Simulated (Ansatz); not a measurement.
Electronic density of states of amorphous Ge₂₅Sb₁₀Te₁₅, density 6.38 g/cm³, on a 2×2×2 Γ-centred mesh with a Gaussian width of 0.1 eV; energies count from the Fermi level. Cell and mesh are small, so fine structure isn't converged. The numbers are results of PBE-D3(BJ), scalar-relativistic without spin-orbit coupling, PAW (Ansatz default set, large-core Te) (plane waves to 420 eV; Ansatz, a program for electronic structure), not measurements. Sampling: a 2×2×2 Γ-centred mesh; Fermi-Dirac width 0.05 eV; no spin polarisation. The levels at the Fermi energy are partly filled. A closed spacing in one fast-quenched cell at PBE doesn't show the material to be a metal.

The cell was made by melting and quenching with the CHGNet potential and then relaxed with DFT. The hot cell started wider than the set density and was brought back towards it in steps. It is the lowest in DFT energy of 3 quenches. It is a model cell: composition and starting density were chosen by hand, and all elements were melted together. The geometry includes D3(BJ) dispersion. Its density started from a set value of 5.88 and ended at 6.38 g/cm³. The simulated quench (nominally 110 K/ps over its main leg) is rapid and tends to freeze in more defects than a deposited or slowly cooled glass has. A cell of this size samples the disorder only roughly. Volume and shape were free in the relaxation. Stress components on the final sampling reach 1.2 GPa. On a 2×2×2 Γ-centred mesh force components of up to 0.51 eV/Å stay, since the relaxation ran on one k-point at (1/4, 1/4, 1/4).

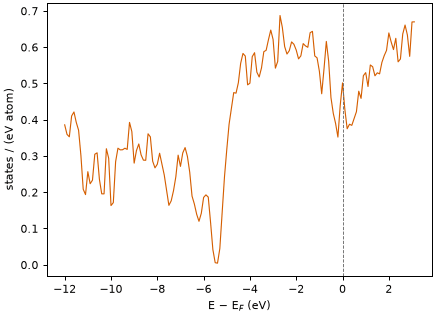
Density of states per atom
